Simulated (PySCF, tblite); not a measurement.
# C5H3F2N2−: dynamics, then NMR shifts on frames, part 1 of 2

Aim: move C5H3F2N2− (`N#C[C-](C#N)CC(F)F`) away from its starting geometry and see how NMR shifts follow the geometry.

Computed with tblite 0.8.0 and PySCF 2.14.0, with density-fitted response routines of our own, on a single molecule in the gas phase. Atoms are numbered from 0 throughout.

## (1) The starting structure

12 atoms, charge -1, multiplicity 1; geometry from: GFN2-xTB.

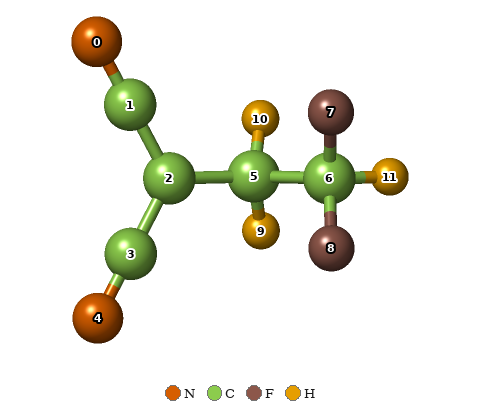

As it starts; nitrogen orange, carbon green, fluorine brown, hydrogen amber, atoms numbered.

## (2) A short Langevin run with GFN2-xTB

What the job is given:

```
{"job": {"kind": "md", "xc": "GFN2-xTB", "basis": "xTB", "temperature": 600, "steps": 2000, "every": 50, "frames": 5}, "charge": -1, "multiplicity": 1}
N      2.063476     2.232932     0.646179
C      1.570950     1.222414     0.345303
C      0.995637     0.016924     0.028762
C      1.643793    -0.855714    -0.809574
N      2.198328    -1.616929    -1.493257
C     -0.332075    -0.361520     0.627410
C     -1.557922     0.052670    -0.194256
F     -1.638268     1.396573    -0.383284
F     -1.571398    -0.496362    -1.437876
H     -0.404597    -1.449729     0.744757
H     -0.458534     0.108678     1.610414
H     -2.508192    -0.250623     0.289395
```

With the program's defaults for keys left out, this is: GFN2-xTB Langevin dynamics, gas phase.

Started as:

```sh
> OMP_NUM_THREADS=1 python probes_run.py task.json out
```

The driver reads the jobs from task.json and runs them one after another.

What it wrote:

```text
t/fs     T/K      E/eV
    0.0   523.0   -753.54746
   25.0   489.5   -753.16636
   50.0   425.9   -752.93699
   75.0   505.3   -753.03547
  100.0   515.3   -752.92408
  125.0   434.8   -752.87029
  150.0   700.9   -753.10163
  175.0   434.7   -752.58237
  200.0   599.4   -752.92359
  225.0   545.3   -753.11028
  250.0   573.4   -752.91132
  275.0   670.7   -752.56811
  300.0   735.0   -752.80300
  325.0   443.7   -752.78473
  350.0   535.6   -752.87685
  375.0   545.3   -752.83776
  400.0   612.3   -752.70625
  425.0   862.0   -752.74412
  450.0  1078.4   -752.72059
  475.0   882.1   -752.66088
  500.0   633.6   -752.41057
  525.0   736.4   -752.45474
  550.0   746.5   -752.72577
  575.0   635.1   -752.63570
  600.0   645.5   -752.71615
  625.0   368.4   -752.80996
  650.0   526.4   -752.87495
  675.0   794.8   -753.07241
  700.0   718.3   -752.73003
  725.0   709.1   -752.40740
  750.0   615.0   -752.62758
  775.0   525.1   -752.72860
  800.0   534.7   -752.97186
  825.0   387.4   -752.69514
  850.0   436.2   -752.68541
  875.0   733.2   -752.99041
  900.0   559.4   -752.80259
  925.0   498.9   -752.81475
  950.0   760.1   -753.05090
  975.0   710.7   -752.96188
 1000.0   673.8   -752.95771
```

Run time: 12 s. Hardware: 1 thread of Intel Xeon at 2.60GHz, shared host; peak memory 0.18 GiB.

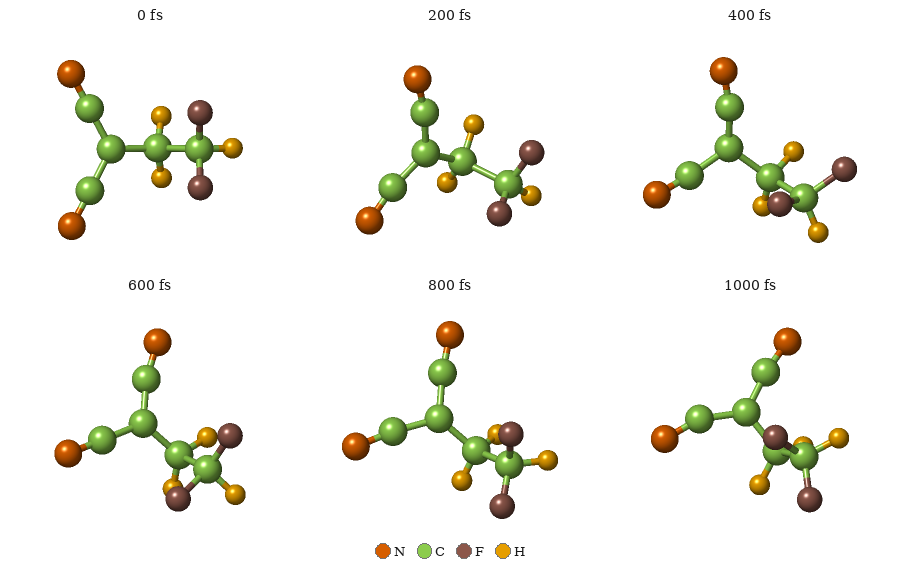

Frames of the run.

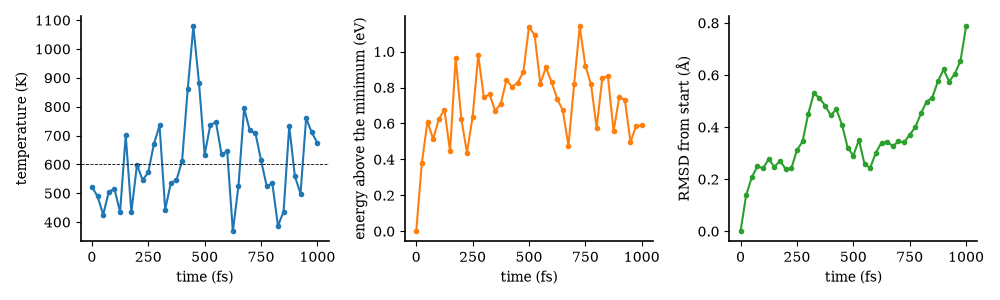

Temperature, potential energy and distance from the start.

Positions (Å) and forces (eV/Å) at 1000 fs:

```xyz
12

N    -1.157    0.834    2.667    0.817   -0.354   -0.877
C    -0.508    0.342    1.819   -0.623    0.591    0.874
C     0.087   -0.379    0.810    1.714    1.685    1.376
C     1.440   -0.358    0.490   -0.707   -1.085   -0.456
N     2.459   -0.728    0.054    0.030    0.698    0.359
C    -0.765   -1.386    0.248   -2.049   -2.879   -0.521
C    -1.573   -0.842   -1.002    1.034    1.450    0.076
F    -0.786    0.204   -1.601   -1.283   -0.895    0.910
F    -1.704   -1.655   -2.070   -0.344   -0.677    0.231
H    -0.223   -2.340   -0.031   -0.275    0.978   -0.237
H    -1.506   -1.765    1.069    0.585    0.704   -1.381
H    -2.597   -0.422   -0.733    1.101   -0.217   -0.354
```

## (3) Nuclear shieldings: 250 fs, PBE0/pcSseg-1

What the job is given:

```
{"job": {"kind": "nmr", "xc": "PBE0", "basis": "pcSseg-1", "pop": false}, "charge": -1, "multiplicity": 1}
N      0.646600     3.044700     0.271900
C      0.562100     1.887900     0.321800
C      0.565600     0.531500     0.618100
C      1.372100    -0.336200    -0.106100
N      2.249500    -1.007600    -0.516600
C     -0.648300    -0.364600     1.089100
C     -1.786000    -0.662500     0.201600
F     -2.696600     0.373400     0.161900
F     -1.386400    -0.996900    -1.061100
H     -0.134600    -1.349900     1.155100
H     -1.098600    -0.105100     2.061500
H     -2.276500    -1.487000     0.631100
```

With the program's defaults for keys left out, this is: GIAO PBE0/pcSseg-1 NMR shielding, non-relativistic, gas phase.

What it wrote:

```text
coarse grid: 11592 points
cycle   1  E = -500.7236020561  dE =  1.281e+00  |g| = 8.383e-01  |ddm| = 3.374e+00
cycle   2  E = -500.4138620433  dE =  3.097e-01  |g| = 1.521e+00  |ddm| = 2.098e+00
cycle   3  E = -500.8418997179  dE = -4.280e-01  |g| = 3.258e-01  |ddm| = 1.435e+00
cycle   4  E = -500.8649617407  dE = -2.306e-02  |g| = 8.710e-02  |ddm| = 3.159e-01
cycle   5  E = -500.8663435043  dE = -1.382e-03  |g| = 2.263e-02  |ddm| = 7.882e-02
cycle   6  E = -500.8664448334  dE = -1.013e-04  |g| = 5.667e-03  |ddm| = 2.207e-02
cycle   7  E = -500.8664501016  dE = -5.268e-06  |g| = 3.006e-03  |ddm| = 6.512e-03
final grid: 117352 points
cycle   8  E = -500.9313548885  dE = -3.231e-05  |g| = 9.442e-03  |ddm| = 2.890e-02
cycle   9  E = -500.9313139962  dE =  4.089e-05  |g| = 1.698e-02  |ddm| = 1.963e-02
cycle  10  E = -500.9313726895  dE = -5.869e-05  |g| = 2.702e-03  |ddm| = 1.357e-02
cycle  11  E = -500.9313741885  dE = -1.499e-06  |g| = 5.614e-04  |ddm| = 2.348e-03
cycle  12  E = -500.9313742398  dE = -5.131e-08  |g| = 2.057e-04  |ddm| = 5.627e-04
cycle  13  E = -500.9313742445  dE = -4.705e-09  |g| = 1.488e-04  |ddm| = 2.502e-04
cycle  14  E = -500.9313742492  dE = -4.674e-09  |g| = 1.474e-05  |ddm| = 1.204e-04
cycle  15  E = -500.9313742492  dE = -4.104e-11  |g| = 5.513e-06  |ddm| = 1.673e-05
converged SCF energy = -500.9313742492

GIAO shielding tensors (ppm)
atom      isotropic    diamagn.    paramagn.     s11        s22        s33       span
  0 N      -37.747     343.389    -381.136   -208.154    -70.272    165.185    373.339
  1 C       54.005     255.303    -201.299    -63.317    -52.946    278.277    341.594
  2 C      176.509     253.684     -77.174    161.827    172.752    194.948     33.122
  3 C       43.257     256.407    -213.149    -75.391    -74.524    279.687    355.078
  4 N      -30.374     342.718    -373.092   -180.361    -82.366    171.604    351.965
  5 C      135.582     249.533    -113.950    123.777    129.295    153.674     29.897
  6 C       63.999     235.479    -171.480     38.240     72.487     81.271     43.031
  7 F      309.559     473.122    -163.564    193.899    337.672    397.105    203.207
  8 F      316.475     476.414    -159.939    212.083    325.587    411.756    199.673
  9 H       29.005      30.860      -1.855     24.497     29.413     33.104      8.607
 10 H       28.981      29.316      -0.336     24.415     28.832     33.695      9.280
 11 H       26.666      28.407      -1.741     24.628     25.570     29.800      5.172
```

Run time: 19 s. Hardware: 1 thread of Intel Xeon at 2.60GHz, shared host; peak memory 0.74 GiB.

Shifts follow as δ = σ(reference) − σ, with reference shieldings (ppm) from runs at the same level and on the same kind of geometry: 1H TMS 31.72, 13C TMS 186.9, 19F CFCl3 170.9, 15N NH3 267.7. The references are single molecules in the gas phase, so shifts against H2O, NH3, PH3, H3PO4 or CFCl3 are not on the usual liquid scales and can be off by tens of ppm. Each atom is listed at this fixed geometry, with no averaging over motion; a spectrum would average atoms that exchange fast.

| atoms | environment | σ (ppm) | δ (ppm) |
| --- | --- | --- | --- |
| C3 | nitrile carbon | 43.3 | 143.7 |
| C1 | nitrile carbon | 54.0 | 132.9 |
| C6 | sp3 CH bonded to 2 F | 64.0 | 122.9 |
| C5 | sp3 CH2 | 135.6 | 51.3 |
| C2 | carbanion centre | 176.5 | 10.4 |
| H11 | hydrogen on an sp3 CH bonded to 2 F | 26.67 | 5.05 |
| H10 | hydrogen on an sp3 CH2 | 28.98 | 2.74 |
| H9 | hydrogen on an sp3 CH2 | 29.00 | 2.71 |
| N0 | nitrile nitrogen | -37.7 | 305.5 |
| N4 | nitrile nitrogen | -30.4 | 298.1 |
| F7 | fluorine of a CF2 group | 309.6 | -138.6 |
| F8 | fluorine of a CF2 group | 316.5 | -145.5 |

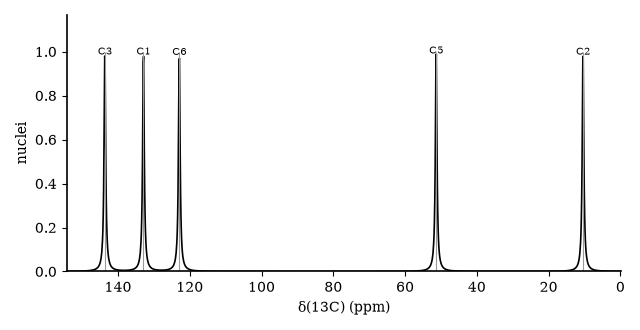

13C lines at the computed shifts, without couplings. Lines are broadened to a width of 0.53 ppm (Lorentzian).

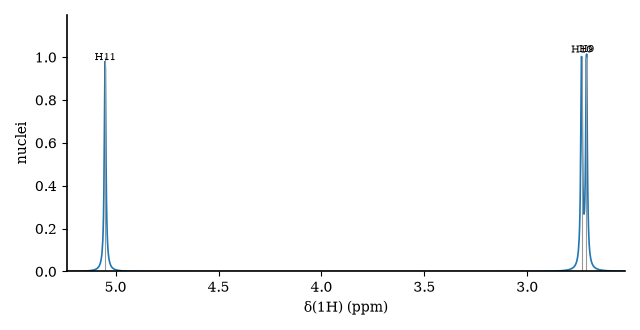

1H lines at the computed shifts, without couplings. Lines are broadened to a width of 0.01 ppm (Lorentzian).

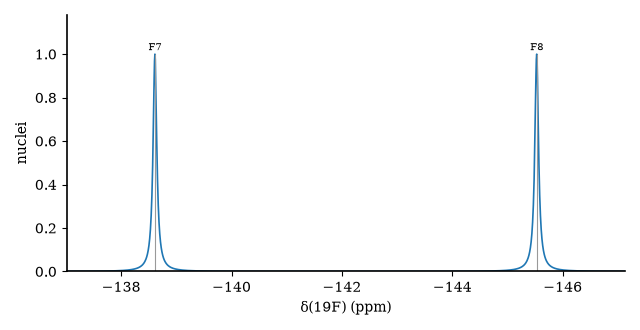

19F lines at the computed shifts, without couplings. Lines are broadened to a width of 0.08 ppm (Lorentzian).

## (4) Nuclear shieldings: 425 fs, PBE0/pcSseg-1

What the job is given:

```
{"job": {"kind": "nmr", "xc": "PBE0", "basis": "pcSseg-1", "pop": false}, "charge": -1, "multiplicity": 1}
N      0.228000     2.398600     1.561200
C      0.218400     1.291500     1.204500
C      0.079300     0.021000     0.876800
C      1.292700    -0.304800     0.227500
N      2.434200    -0.345800    -0.074800
C     -1.156300    -0.828900     1.019100
C     -1.901200    -0.965100    -0.301000
F     -2.943100    -0.138300    -0.225100
F     -1.257400    -0.381100    -1.442500
H     -1.068200    -1.869100     1.315100
H     -1.853200    -0.336000     1.714000
H     -2.227700    -1.965700    -0.710800
```

Method: GIAO PBE0/pcSseg-1 NMR shielding, non-relativistic, gas phase.

What it wrote:

```text
coarse grid: 11592 points
cycle   1  E = -500.6833808265  dE =  1.359e+00  |g| = 8.946e-01  |ddm| = 3.424e+00
cycle   2  E = -500.3167905879  dE =  3.666e-01  |g| = 1.655e+00  |ddm| = 2.576e+00
cycle   3  E = -500.8249384385  dE = -5.081e-01  |g| = 3.193e-01  |ddm| = 1.744e+00
cycle   4  E = -500.8463238287  dE = -2.139e-02  |g| = 1.046e-01  |ddm| = 3.272e-01
cycle   5  E = -500.8483697442  dE = -2.046e-03  |g| = 2.907e-02  |ddm| = 9.872e-02
cycle   6  E = -500.8485250290  dE = -1.553e-04  |g| = 8.758e-03  |ddm| = 2.783e-02
cycle   7  E = -500.8485382031  dE = -1.317e-05  |g| = 3.308e-03  |ddm| = 8.648e-03
cycle   8  E = -500.8485401522  dE = -1.949e-06  |g| = 1.375e-03  |ddm| = 3.797e-03
final grid: 117352 points
cycle   9  E = -500.9139267572  dE = -3.579e-05  |g| = 7.156e-03  |ddm| = 2.862e-02
cycle  10  E = -500.9139163277  dE =  1.043e-05  |g| = 1.055e-02  |ddm| = 1.550e-02
cycle  11  E = -500.9139371725  dE = -2.084e-05  |g| = 1.878e-03  |ddm| = 8.783e-03
cycle  12  E = -500.9139378645  dE = -6.920e-07  |g| = 6.472e-04  |ddm| = 2.000e-03
cycle  13  E = -500.9139379482  dE = -8.370e-08  |g| = 1.600e-04  |ddm| = 6.219e-04
cycle  14  E = -500.9139379517  dE = -3.487e-09  |g| = 8.566e-05  |ddm| = 1.628e-04
cycle  15  E = -500.9139379532  dE = -1.462e-09  |g| = 2.343e-05  |ddm| = 8.694e-05
cycle  16  E = -500.9139379533  dE = -1.004e-10  |g| = 8.371e-06  |ddm| = 2.363e-05
converged SCF energy = -500.9139379533

GIAO shielding tensors (ppm)
atom      isotropic    diamagn.    paramagn.     s11        s22        s33       span
  0 N      -25.017     345.533    -370.549   -190.294    -31.408    146.652    336.946
  1 C       49.681     254.274    -204.594    -65.733    -61.791    276.566    342.298
  2 C      186.650     256.075     -69.426    167.561    180.029    212.360     44.799
  3 C       45.223     255.669    -210.447    -75.280    -65.169    276.117    351.396
  4 N      -38.577     342.609    -381.187   -219.340    -81.995    185.603    404.943
  5 C      145.107     245.239    -100.133    117.994    146.013    171.313     53.319
  6 C       55.239     234.711    -179.472     25.047     61.849     78.821     53.774
  7 F      270.906     471.679    -200.772    175.982    288.537    348.200    172.217
  8 F      249.596     478.695    -229.099    120.425    291.675    336.688    216.263
  9 H       29.545      28.580       0.965     24.759     29.105     34.771     10.012
 10 H       29.437      28.439       0.998     25.161     29.184     33.965      8.805
 11 H       25.272      26.478      -1.206     22.724     23.824     29.267      6.543
```

Run time: 18 s. Hardware: 1 thread of Intel Xeon at 2.60GHz, shared host; peak memory 0.76 GiB.

In short: δ C3 141.7, C1 137.2, C6 131.7, C5 41.8, H11 6.45, H10 2.28 ppm.

(Continued in part 2 of 2.)
